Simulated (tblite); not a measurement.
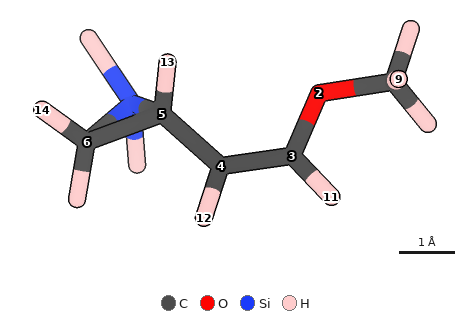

**Figure 1.** The structure as given in the input (stick view, seen at a tilt; atoms are numbered from 1 in the order of the input). Bond lengths as drawn: C–C 1.34 to 1.50 Å, C–H 1.07 to 1.10 Å, C–O 1.37 to 1.44 Å, C–Si 1.86 to 1.90 Å and H–Si 1.48 to 1.49 Å.

## Geometry relaxation, with input and output: C5H10OSi (part 1 of 2)

- system: C5H10OSi
- method: GFN2-xTB geometry optimisation, gas phase (tblite 0.8.0)

It belongs to a series of runs on one base structure; here: constitutional isomer.

### Output
```
step      E/eV     max force
  0    -584.87055    1.904
  1    -584.98131    0.826
  2    -585.03061    0.628
  3    -585.07233    0.598
  4    -585.11551    0.741
  5    -585.15967    0.806
  6    -585.19600    0.614
  7    -585.22552    0.484
  8    -585.24672    0.364
  9    -585.25976    0.332
 10    -585.27057    0.262
 11    -585.27948    0.182
 12    -585.28460    0.185
 13    -585.28709    0.128
 14    -585.28866    0.104
 15    -585.29015    0.095
 16    -585.29165    0.097
 17    -585.29316    0.120
 18    -585.29475    0.113
 19    -585.29654    0.100
 20    -585.29848    0.125
 21    -585.30050    0.116
 22    -585.30261    0.122
 23    -585.30487    0.132
 24    -585.30728    0.123
 25    -585.30986    0.111
 26    -585.31248    0.107
 27    -585.31472    0.091
 28    -585.31615    0.083
 29    -585.31703    0.085
 30    -585.31782    0.079
 31    -585.31862    0.062
 32    -585.31933    0.062
 33    -585.31989    0.057
 34    -585.32040    0.056
 35    -585.32094    0.054
 36    -585.32155    0.060
 37    -585.32217    0.059
 38    -585.32266    0.045
 39    -585.32302    0.052
 40    -585.32330    0.038
 41    -585.32354    0.047
 42    -585.32379    0.042
 43    -585.32403    0.036
 44    -585.32429    0.045
 45    -585.32463    0.050
 46    -585.32513    0.054
 47    -585.32592    0.071
 48    -585.32712    0.080
 49    -585.32868    0.093
 50    -585.33031    0.104
 51    -585.33191    0.114
 52    -585.33377    0.114
 53    -585.33553    0.085
 54    -585.33692    0.091
 55    -585.33815    0.081
 56    -585.33956    0.092
 57    -585.34119    0.106
 58    -585.34157    0.166
 59    -585.34371    0.083
 60    -585.34462    0.080
 61    -585.34701    0.110
 62    -585.34807    0.079
 63    -585.34923    0.070
 64    -585.35066    0.081
 65    -585.35145    0.094
 66    -585.35247    0.075
 67    -585.35440    0.067
 68    -585.35528    0.076
 69    -585.35665    0.073
 70    -585.35754    0.075
 71    -585.35841    0.073
 72    -585.35931    0.109
 73    -585.36037    0.102
 74    -585.36134    0.066
 75    -585.36206    0.058
 76    -585.36255    0.056
 77    -585.36298    0.068
 78    -585.36345    0.051
 79    -585.36395    0.046
 80    -585.36422    0.044
 81    -585.36439    0.042
 82    -585.36461    0.039
 83    -585.36486    0.033
 84    -585.36511    0.034
 85    -585.36532    0.036
 86    -585.36555    0.041
 87    -585.36584    0.033
 88    -585.36615    0.053
 89    -585.36634    0.048
 90    -585.36650    0.029
 91    -585.36659    0.024
 92    -585.36672    0.026
 93    -585.36685    0.028
 94    -585.36699    0.026
 95    -585.36707    0.031
 96    -585.36714    0.023
 97    -585.36720    0.019
 98    -585.36729    0.025
 99    -585.36740    0.024
100    -585.36754    0.023
101    -585.36767    0.024
102    -585.36776    0.022
103    -585.36783    0.018
104    -585.36788    0.013
105    -585.36791    0.008
```

### Trajectory as extended XYZ (Å, eV, eV/Å), 13 of the 106 frames kept, from step=0 to step=105
```
17
Properties=species:S:1:pos:R:3:forces:R:3 step=0 energy=-584.87055
C     2.7759    1.3482    0.4806   -0.8700   0.5450   0.1890
O     1.4314    0.9950    0.1133    1.0500  -0.0420   0.3830
C     1.3365   -0.3458   -0.1677   -1.2710   0.0070   0.1030
C     0.1663   -0.9994   -0.0947    0.7210  -0.5650   0.1330
C    -1.1230   -0.4635    0.3652    1.0050  -0.0520   0.4340
C    -2.3813   -1.1504   -0.0620   -0.6650   0.5810  -0.3100
Si   -2.1028    0.5576   -0.8364   -1.4990   0.6020  -1.0080
H     2.7758    2.4141    0.7624   -0.1510  -0.3760  -0.1410
H     3.1159    0.7658    1.3447   -0.0410  -0.0150  -0.1500
H     3.4435    1.2155   -0.3619    0.2330  -0.1390  -0.1980
H     2.2373   -0.8217   -0.5043    0.2490  -0.1910  -0.0620
H     0.1806   -2.0684   -0.3426   -0.0280   0.5050  -0.0790
H    -1.1027   -0.0473    1.3710    0.0170  -0.1930  -0.0620
H    -3.2026   -1.1792    0.6295    0.0990  -0.4790   0.2940
H    -2.3472   -1.9411   -0.7835    0.2470  -0.5280   0.3120
H    -3.2046    1.4143   -0.3129    0.6950  -0.0620  -0.2950
H    -2.0061    0.3182   -2.2912    0.2090   0.4030   0.4570
17
Properties=species:S:1:pos:R:3:forces:R:3 step=9 energy=-585.25976
C     2.7588    1.3521    0.4821    0.0730  -0.0330   0.0020
O     1.4467    0.9647    0.1647   -0.0300  -0.0110   0.0520
C     1.3119   -0.3629   -0.1459    0.0590   0.0350  -0.0790
C     0.1498   -1.0085   -0.0983    0.0930   0.0710  -0.0960
C    -1.1364   -0.4245    0.3131    0.0190  -0.0340   0.0120
C    -2.4206   -1.1605   -0.0604   -0.0680   0.0420  -0.1310
Si   -2.2602    0.5255   -0.9042   -0.0400  -0.2210   0.0920
H     2.7154    2.4098    0.7360    0.0300  -0.0120  -0.0010
H     3.1399    0.7805    1.3383   -0.0040   0.0910   0.0040
H     3.4504    1.2051   -0.3613   -0.1280   0.0220   0.0280
H     2.2259   -0.8477   -0.4818   -0.0820  -0.0510   0.0930
H     0.1698   -2.0417   -0.4076   -0.1520  -0.0740  -0.0980
H    -1.1086   -0.0639    1.3340   -0.0030   0.1870   0.0240
H    -3.1437   -1.3239    0.7295    0.0800   0.0390   0.0070
H    -2.2734   -2.0615   -0.6422   -0.0120   0.0010  -0.0160
H    -3.1186    1.5838   -0.3593    0.2300  -0.1580  -0.1790
H    -1.9140    0.4855   -2.3271   -0.0660   0.1040   0.2870
17
Properties=species:S:1:pos:R:3:forces:R:3 step=18 energy=-585.29475
C     2.7520    1.3561    0.4892    0.0100  -0.0260   0.0170
O     1.4381    0.9464    0.2076   -0.0230   0.0070   0.0430
C     1.3099   -0.3719   -0.1476    0.0320  -0.0120   0.0850
C     0.1451   -1.0134   -0.1141    0.0060   0.0280  -0.1090
C    -1.1309   -0.4323    0.3116   -0.0160   0.0390  -0.0010
C    -2.4145   -1.1844   -0.0438   -0.0770   0.0460  -0.0460
Si   -2.2701    0.4886   -0.9016    0.0040  -0.0420   0.0000
H     2.7131    2.4181    0.7301   -0.0440  -0.0320  -0.0390
H     3.1556    0.8093    1.3489    0.0420   0.0110   0.0190
H     3.4176    1.2017   -0.3696   -0.0350   0.0070   0.0060
H     2.2225   -0.8683   -0.4578    0.0170   0.0070  -0.0250
H     0.1203   -2.0295   -0.4776    0.0300  -0.0440  -0.0430
H    -1.0950   -0.0096    1.3091    0.0100   0.0050   0.0310
H    -3.1259   -1.3421    0.7573    0.0390   0.0170  -0.0180
H    -2.2719   -2.0871   -0.6284    0.0070   0.0590   0.0670
H    -3.0662    1.5953   -0.3985    0.0070  -0.0260   0.0120
H    -1.9066    0.5348   -2.3055   -0.0080  -0.0440   0.0010
17
Properties=species:S:1:pos:R:3:forces:R:3 step=26 energy=-585.31248
C     2.7373    1.3501    0.5154    0.0000  -0.0050   0.0060
O     1.4244    0.8838    0.3430    0.0260   0.0280   0.0230
C     1.3132   -0.4046   -0.1129    0.0570   0.0800  -0.0080
C     0.1358   -1.0206   -0.1684    0.0950   0.0040  -0.0240
C    -1.1189   -0.4219    0.2906    0.0440  -0.0680   0.0350
C    -2.4170   -1.1640   -0.0199   -0.0300  -0.0190  -0.0580
Si   -2.2644    0.4815   -0.9231   -0.0460  -0.0580   0.0240
H     2.6645    2.4219    0.7016    0.0080  -0.0510   0.0330
H     3.2191    0.8591    1.3713    0.0180   0.0550  -0.0470
H     3.3485    1.1842   -0.3817   -0.0420  -0.0080   0.0520
H     2.2342   -0.8656   -0.4503   -0.0220  -0.0400  -0.0100
H     0.1021   -2.0046   -0.6105   -0.0410  -0.0270  -0.0020
H    -1.0415    0.0225    1.2752    0.0030   0.0080   0.0330
H    -3.1162   -1.3133    0.7929    0.0410   0.0770  -0.0060
H    -2.2740   -2.0766   -0.5835   -0.0390  -0.0380  -0.0040
H    -3.0425    1.5851   -0.4029   -0.0550   0.0920   0.0050
H    -1.9117    0.4948   -2.3274   -0.0180  -0.0300  -0.0520
17
Properties=species:S:1:pos:R:3:forces:R:3 step=35 energy=-585.32094
C     2.7347    1.3515    0.5373    0.0120  -0.0150  -0.0020
O     1.4309    0.8452    0.4264    0.0110   0.0200   0.0290
C     1.3251   -0.4167   -0.1006    0.0110   0.0460  -0.0140
C     0.1436   -1.0202   -0.2008    0.0260   0.0120  -0.0120
C    -1.1067   -0.4251    0.2721   -0.0130  -0.0380   0.0120
C    -2.4148   -1.1609   -0.0161   -0.0480   0.0000   0.0160
Si   -2.2735    0.4774   -0.9299    0.0000  -0.0410  -0.0030
H     2.6432    2.4242    0.7095   -0.0040  -0.0430   0.0000
H     3.2720    0.8972    1.3795   -0.0110  -0.0090  -0.0180
H     3.3057    1.1777   -0.3817    0.0290   0.0420   0.0150
H     2.2438   -0.8682   -0.4547    0.0080  -0.0120   0.0070
H     0.0948   -1.9849   -0.6816    0.0090  -0.0150  -0.0150
H    -1.0150    0.0204    1.2561   -0.0080   0.0030  -0.0050
H    -3.0974   -1.2642    0.8163   -0.0010  -0.0060   0.0150
H    -2.3093   -2.0943   -0.5565    0.0020   0.0520   0.0160
H    -3.0411    1.6008   -0.4246   -0.0030   0.0070  -0.0160
H    -1.9428    0.4524   -2.3412   -0.0200  -0.0030  -0.0250
17
Properties=species:S:1:pos:R:3:forces:R:3 step=44 energy=-585.32429
C     2.7448    1.3513    0.5487   -0.0020  -0.0120  -0.0010
O     1.4425    0.8373    0.4487    0.0000   0.0140   0.0070
C     1.3296   -0.4141   -0.1017    0.0080   0.0170   0.0140
C     0.1478   -1.0176   -0.2129    0.0120   0.0220   0.0000
C    -1.1064   -0.4311    0.2651   -0.0110  -0.0040  -0.0170
C    -2.4252   -1.1598   -0.0020   -0.0020   0.0030  -0.0040
Si   -2.2821    0.4652   -0.9374   -0.0030  -0.0050  -0.0020
H     2.6416    2.4204    0.7353    0.0150  -0.0320   0.0190
H     3.2974    0.8910    1.3776   -0.0230  -0.0070  -0.0100
H     3.3114    1.2004   -0.3771   -0.0130   0.0140   0.0020
H     2.2488   -0.8656   -0.4549    0.0000  -0.0070  -0.0130
H     0.1079   -1.9739   -0.7125   -0.0250   0.0010   0.0060
H    -1.0110    0.0211    1.2464    0.0070   0.0100  -0.0340
H    -3.0961   -1.2521    0.8424    0.0250  -0.0090  -0.0220
H    -2.3387   -2.0930   -0.5448    0.0180   0.0150   0.0390
H    -3.0382    1.6063   -0.4546    0.0000   0.0030   0.0090
H    -1.9812    0.4263   -2.3569   -0.0040  -0.0240   0.0070
17
Properties=species:S:1:pos:R:3:forces:R:3 step=52 energy=-585.33377
C     2.7677    1.3359    0.5928    0.0080  -0.0240   0.0340
O     1.4575    0.8445    0.4762    0.0500  -0.0260  -0.0100
C     1.3344   -0.3916   -0.1110   -0.0040   0.0240  -0.0150
C     0.1469   -0.9762   -0.2579    0.0260  -0.0360   0.0080
C    -1.1066   -0.3995    0.2160    0.0050   0.0850  -0.0060
C    -2.4243   -1.1548    0.0398   -0.0070  -0.0270   0.0080
Si   -2.3403    0.4225   -0.9804    0.0100  -0.0430  -0.0080
H     2.6819    2.3745    0.9131   -0.0090  -0.0230  -0.0420
H     3.3395    0.7830    1.3499   -0.0130  -0.0280  -0.0620
H     3.3031    1.2908   -0.3650   -0.0380   0.0140   0.0810
H     2.2467   -0.8550   -0.4673    0.0220   0.0570   0.0090
H     0.1046   -1.9187   -0.7765   -0.0070  -0.0980  -0.0580
H    -0.9785    0.1219    1.1556   -0.0560   0.0250   0.0780
H    -3.0566   -1.2389    0.9140    0.0340   0.0610   0.0020
H    -2.3480   -2.1059   -0.4725    0.0490   0.0100   0.0090
H    -3.0221    1.6132   -0.5125   -0.0540   0.0020  -0.0190
H    -2.1127    0.2664   -2.4049   -0.0150   0.0270  -0.0100
17
Properties=species:S:1:pos:R:3:forces:R:3 step=61 energy=-585.34701
C     2.7903    1.2962    0.6669    0.0420  -0.0100   0.0100
O     1.4729    0.8312    0.5346    0.0750  -0.0730  -0.0330
C     1.3454   -0.3661   -0.1326   -0.0250   0.0550   0.0130
C     0.1524   -0.9282   -0.3226    0.0430   0.0620  -0.0100
C    -1.0931   -0.3357    0.1471   -0.0770   0.0620  -0.0040
C    -2.3960   -1.1346    0.1069   -0.0570  -0.0220   0.0000
Si   -2.4141    0.3496   -1.0483    0.0100  -0.0600  -0.0040
H     2.7307    2.2642    1.1621   -0.0120  -0.0020   0.0010
H     3.4008    0.6180    1.2783   -0.0400   0.0180  -0.0350
H     3.2735    1.4218   -0.3112   -0.0290  -0.0090   0.0470
H     2.2673   -0.8042   -0.4948   -0.0280  -0.0300  -0.0120
H     0.0871   -1.8424   -0.8889    0.0460  -0.0640  -0.0240
H    -0.9595    0.2693    1.0349    0.0600   0.0180   0.0420
H    -2.9700   -1.1583    1.0255    0.0330   0.0140  -0.0690
H    -2.3132   -2.1214   -0.3346   -0.0030   0.0390   0.0480
H    -3.0577    1.5851   -0.6427   -0.0670  -0.0270  -0.0130
H    -2.3239    0.0675   -2.4712    0.0300   0.0280   0.0410
```
